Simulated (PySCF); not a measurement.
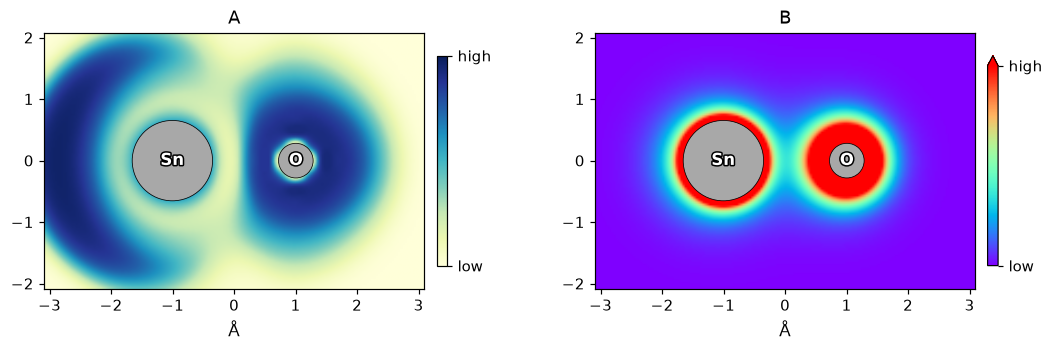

SnO (charge +1, doublet): 2 fields on a plane that holds the molecular axis, with unlabelled colour scales. Grey discs cover the atomic cores.

Core potentials replace the inner electrons of Sn.

Level of theory: PBE0/aug-cc-pVDZ(-PP), non-relativistic Hamiltonian with scalar-relativistic core potentials where named, at a bond length of 2.007 Å (PySCF).

```xyz
2

Sn    0.0000    0.0000   -0.2362
O     0.0000    0.0000    1.7708
```

Which field does each panel show? The fields are: electron density and electron localisation function.

Answer. Panel A: electron localisation function. Panel B: electron density. From the grid: Sn–O (2.01 Å): the density is about 0.73 e/Å³ at the midpoint; the ELF peaks at about 0.85 in the valence shell of O, 0.6 Å from its nucleus, and drops to about 0.15 between the two atoms.
